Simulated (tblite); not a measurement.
# Run report: C9H9N, saddle-point search

- system: C9H9N
- method: GFN2-xTB saddle search (eigenvector following) and harmonic vibrations, gas phase (tblite 0.8.0)

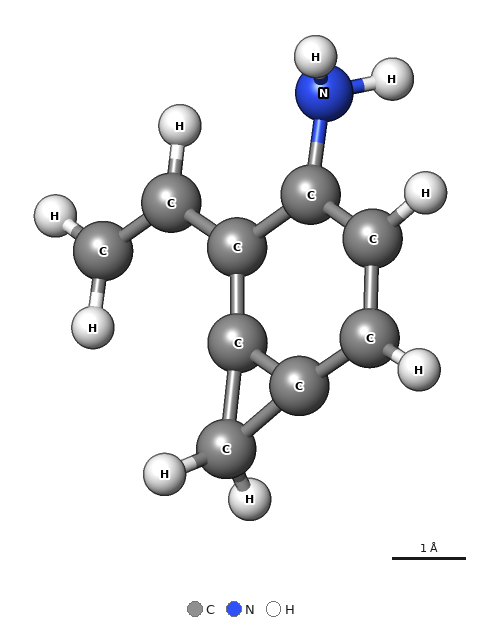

*The starting structure (ball-and-stick view, seen at a tilt).*

Bond lengths as drawn: C–C 1.33 to 1.49 Å, C–H 1.08 to 1.09 Å, C–N 1.43 Å and H–N 1.02 Å.

## Key numbers

- outcome: converged
- total energy: −724.9700 eV
- point group: Cs
- hardware: 1 CPU thread, shared host
- wall time: 5.2 s
- peak memory: 0.19 GiB

## The input
```
{"job": {"xc": "GFN2-xTB", "basis": "xTB", "kind": "saddle"}, "charge": 0, "multiplicity": 1}
C      2.234586    -1.724019    -0.265313
C      1.834091    -0.458816    -0.306612
C      0.458662    -0.041299    -0.083646
C      0.035267     1.327502    -0.128768
N      0.954655     2.389707    -0.400949
C     -1.280817     1.703955     0.086858
C     -2.318809     0.794413     0.367579
C     -1.887667    -0.491359     0.403548
C     -0.585526    -0.876769     0.191437
C     -1.581672    -1.946519     0.478822
H      3.260325    -2.002711    -0.434583
H      1.542445    -2.523197    -0.059379
H      2.552940     0.323865    -0.516024
H      0.672965     2.901939    -1.231601
H      0.977015     3.049412     0.371058
H     -1.499729     2.759039     0.031692
H     -3.333371     1.125577     0.530053
H     -1.567128    -2.432280     1.449070
H     -1.904981    -2.595272    -0.328734
```

The first line tells a small driver script what to run in tblite; the rest is the geometry in Å.

Command:
```bash
OMP_NUM_THREADS=1 python <driver script> task.json out
```

## Output
```
step      E/eV     max force
  0    -724.91477   0.7195
  1    -724.96655   0.1425
  2    -724.96992   0.0282
  3    -724.96996   0.0022
lowest wavenumbers (cm-1): -325.6 81.1 139.5 165.3 187.2 287.9
```

## Trajectory as extended XYZ (Å, eV, eV/Å), 4 frames, from step=0 to step=3
```
19
Properties=species:S:1:pos:R:3:forces:R:3 step=0 energy=-724.91477
C     2.2346   -1.7240   -0.2653   -0.0590  -0.0040   0.0120
C     1.8341   -0.4588   -0.3066    0.1490   0.1070  -0.0380
C     0.4587   -0.0413   -0.0836    0.2470   0.3010  -0.0750
C     0.0353    1.3275   -0.1288   -0.2460   0.0780   0.0390
N     0.9547    2.3897   -0.4009    0.6690  -0.2430  -0.1050
C    -1.2808    1.7040    0.0869   -0.2750  -0.3980   0.0890
C    -2.3188    0.7944    0.3676   -0.0770   0.0480   0.0100
C    -1.8877   -0.4914    0.4035   -0.0080   0.0100   0.0010
C    -0.5855   -0.8768    0.1914   -0.0410   0.0710   0.0010
C    -1.5817   -1.9465    0.4788    0.0070   0.0170  -0.0030
H     3.2603   -2.0027   -0.4346   -0.0100   0.0000   0.0020
H     1.5424   -2.5232   -0.0594   -0.0020  -0.0410   0.0040
H     2.5529    0.3239   -0.5160   -0.1740   0.0730   0.0270
H     0.6730    2.9019   -1.2316    0.0030  -0.0530   0.0330
H     0.9770    3.0494    0.3711   -0.0070  -0.0570  -0.0220
H    -1.4997    2.7590    0.0317   -0.1530   0.0840   0.0210
H    -3.3334    1.1256    0.5301   -0.0250   0.0010   0.0050
H    -1.5671   -2.4323    1.4491    0.0010   0.0030  -0.0020
H    -1.9050   -2.5953   -0.3287    0.0010   0.0040   0.0010
19
Properties=species:S:1:pos:R:3:forces:R:3 step=1 energy=-724.96655
C     2.2498   -1.6862   -0.2724   -0.0230   0.0100   0.0030
C     1.8217   -0.4299   -0.3064    0.0640   0.0210  -0.0140
C     0.4399   -0.0420   -0.0797    0.0700   0.0660  -0.0190
C     0.0164    1.3220   -0.1246   -0.0210   0.0700  -0.0020
N     1.0054    2.3219   -0.4043    0.1350  -0.0400  -0.0220
C    -1.3004    1.7019    0.0904   -0.0750  -0.1050   0.0240
C    -2.3382    0.7921    0.3711   -0.0200   0.0100   0.0030
C    -1.9056   -0.4933    0.4072   -0.0030   0.0020   0.0000
C    -0.6034   -0.8792    0.1954   -0.0110   0.0190   0.0000
C    -1.5995   -1.9485    0.4829    0.0010   0.0040   0.0000
H     3.2815   -1.9414   -0.4448   -0.0130   0.0040   0.0020
H     1.5775   -2.5042   -0.0695    0.0060  -0.0010  -0.0010
H     2.5023    0.3861   -0.5107   -0.0670  -0.0090   0.0140
H     0.7536    2.8436   -1.2395    0.0080  -0.0330   0.0210
H     1.0571    2.9906    0.3595    0.0010  -0.0370  -0.0170
H    -1.5331    2.7571    0.0376   -0.0460   0.0170   0.0070
H    -3.3530    1.1235    0.5333   -0.0060   0.0000   0.0010
H    -1.5856   -2.4337    1.4534    0.0000   0.0010   0.0000
H    -1.9232   -2.5972   -0.3245    0.0000   0.0010   0.0000
19
Properties=species:S:1:pos:R:3:forces:R:3 step=2 energy=-724.96992
C     2.2511   -1.6749   -0.2735   -0.0010   0.0010   0.0000
C     1.8177   -0.4208   -0.3066    0.0090  -0.0020  -0.0010
C     0.4347   -0.0398   -0.0790    0.0010  -0.0030   0.0000
C     0.0110    1.3235   -0.1238    0.0170   0.0220  -0.0050
N     1.0207    2.3027   -0.4055   -0.0140   0.0160   0.0010
C    -1.3073    1.7011    0.0919   -0.0050   0.0000   0.0010
C    -2.3443    0.7902    0.3726    0.0000  -0.0010   0.0000
C    -1.9105   -0.4946    0.4082    0.0000   0.0000   0.0000
C    -0.6076   -0.8783    0.1961    0.0010   0.0000   0.0000
C    -1.6021   -1.9493    0.4833    0.0000   0.0000   0.0000
H     3.2837   -1.9251   -0.4466   -0.0020   0.0000   0.0000
H     1.5832   -2.4964   -0.0709    0.0010   0.0000   0.0000
H     2.4869    0.4030   -0.5095   -0.0070  -0.0090   0.0020
H     0.7811    2.8254   -1.2432    0.0020  -0.0100   0.0080
H     1.0848    2.9724    0.3559   -0.0010  -0.0120  -0.0070
H    -1.5482    2.7557    0.0408   -0.0020  -0.0040   0.0010
H    -3.3593    1.1212    0.5349    0.0000   0.0000   0.0000
H    -1.5875   -2.4347    1.4536    0.0000   0.0000   0.0000
H    -1.9251   -2.5981   -0.3242    0.0000   0.0000   0.0000
19
Properties=species:S:1:pos:R:3:forces:R:3 step=3 energy=-724.96996
C     2.2495   -1.6762   -0.2731    0.0010  -0.0020   0.0000
C     1.8180   -0.4215   -0.3065   -0.0010   0.0010   0.0000
C     0.4354   -0.0387   -0.0791   -0.0010   0.0000   0.0000
C     0.0115    1.3248   -0.1240    0.0000   0.0010   0.0000
N     1.0198    2.3048   -0.4055    0.0000   0.0010   0.0000
C    -1.3074    1.7011    0.0919   -0.0010   0.0010   0.0000
C    -2.3441    0.7899    0.3725    0.0000   0.0000   0.0000
C    -1.9098   -0.4947    0.4081    0.0000   0.0000   0.0000
C    -0.6067   -0.8774    0.1959    0.0000   0.0000   0.0000
C    -1.6004   -1.9491    0.4831    0.0000   0.0000   0.0000
H     3.2817   -1.9279   -0.4460    0.0010  -0.0010   0.0000
H     1.5804   -2.4967   -0.0707   -0.0010  -0.0010   0.0000
H     2.4884    0.4010   -0.5094    0.0010   0.0020   0.0000
H     0.7801    2.8267   -1.2432    0.0000   0.0000   0.0010
H     1.0838    2.9737    0.3561    0.0000   0.0000  -0.0010
H    -1.5494    2.7554    0.0409    0.0000  -0.0010   0.0000
H    -3.3591    1.1206    0.5348    0.0000   0.0000   0.0000
H    -1.5855   -2.4347    1.4533    0.0000   0.0000   0.0000
H    -1.9231   -2.5981   -0.3245    0.0000   0.0000   0.0000
```

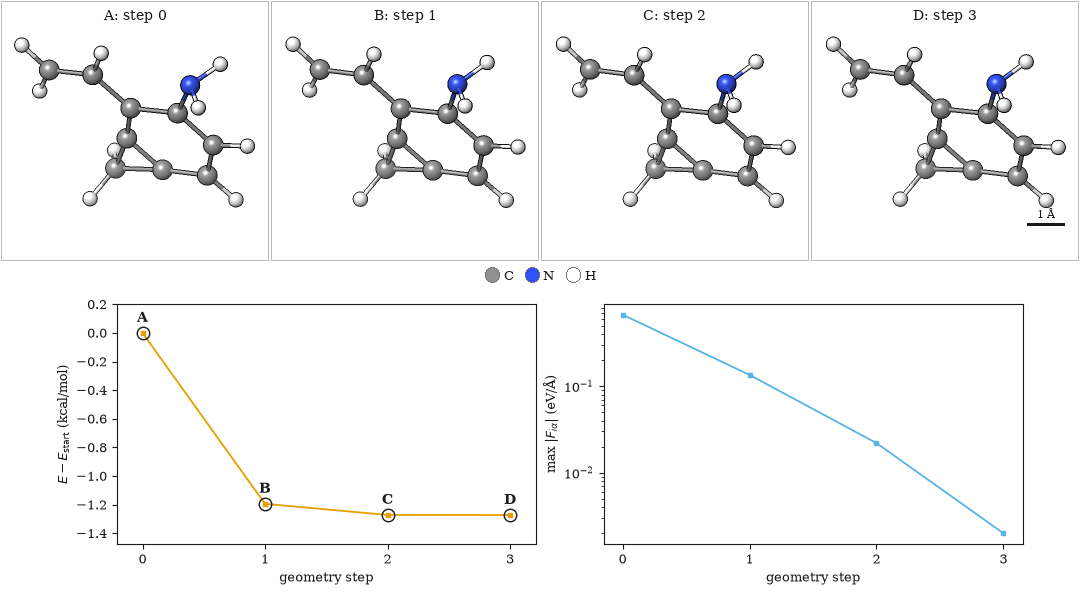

*Frames of the saddle-point search (ball-and-stick view, seen at an oblique angle) above the curves, on which the letters mark them (steps are counted from 0).*

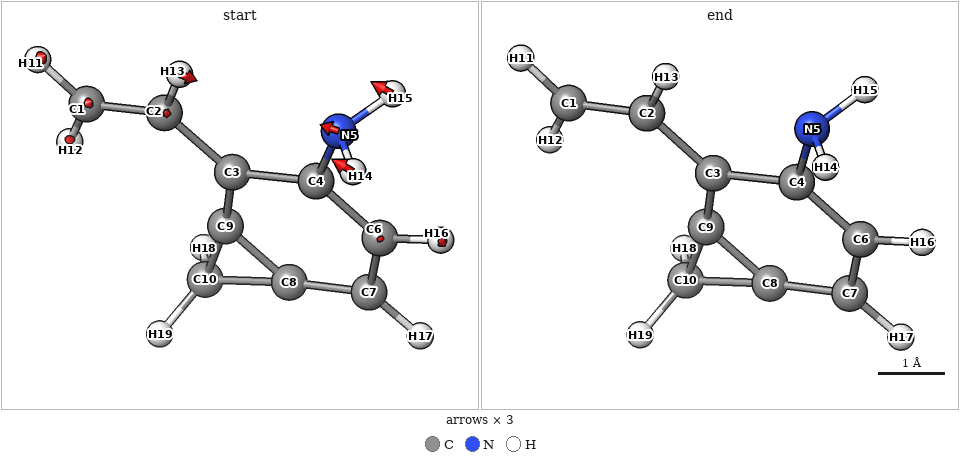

*Before (left) and after (right) the saddle-point search, at one scale (ball-and-stick view, seen at an oblique angle). The red arrows give the displacements, magnified 3 times.*

The largest moves after the best rigid fit, 0.13 Å, are those of H14 and H15. By element the largest moves are H 0.13 Å, N 0.11 Å, C 0.05 Å. Among the contacts that change: C3–C4 1.434 → 1.429 Å. Among the angles that change: C3–C4–N5 121.7° → 116.7°, N5–C4–C6 116.0° → 120.9°. After 3 geometry steps the energy has fallen by 1.27 kcal/mol. The largest force component goes from 0.67 to 0.002 eV/Å. (Atoms are counted from 1 in the order of the input.)
